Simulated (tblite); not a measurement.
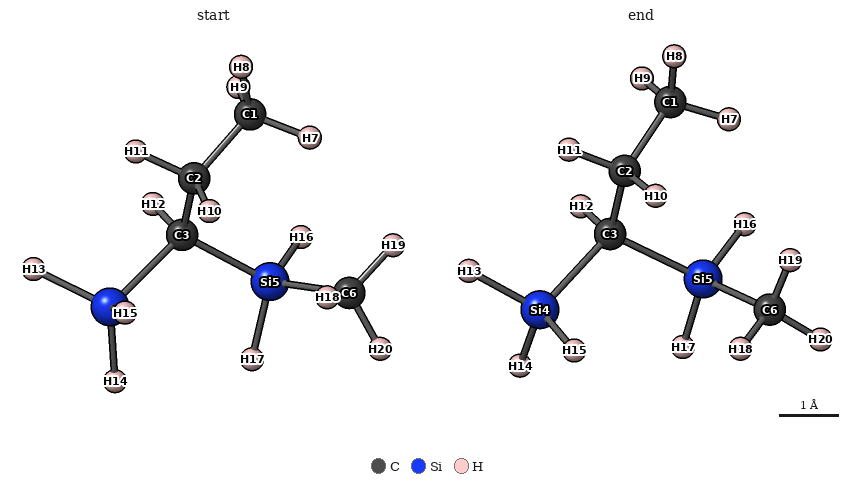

The structure of C4H14Si2 before (left) and after (right) a relaxation, at one scale.

Style: ball-and-stick. Shown at a tilt.

Theory: GFN2-xTB geometry optimisation, gas phase in tblite 0.8.0. 

Q: Describe what moved and what it gained.

A: The energy falls by 54.1 kJ/mol in 115 geometry steps. The largest move after the best rigid fit is that of H19, 1.08 Å. By element the largest moves are H 1.08 Å, C 0.38 Å, Si 0.12 Å. Near-neighbour distances that change, for instance: C3–Si5 1.837 → 1.911 Å, Si5–C6 1.837 → 1.897 Å, C1–H8 1.138 → 1.089 Å, C2–C3 1.496 → 1.532 Å. Among the angles between lasting bonds that change: C2–C3–Si4 105.0° → 110.1°, H7–C1–H9 113.3° → 108.3°, C3–Si5–C6 115.1° → 110.4°. Groups turn about Si5–C6 by about 30°, C3–Si4 by about 30°.
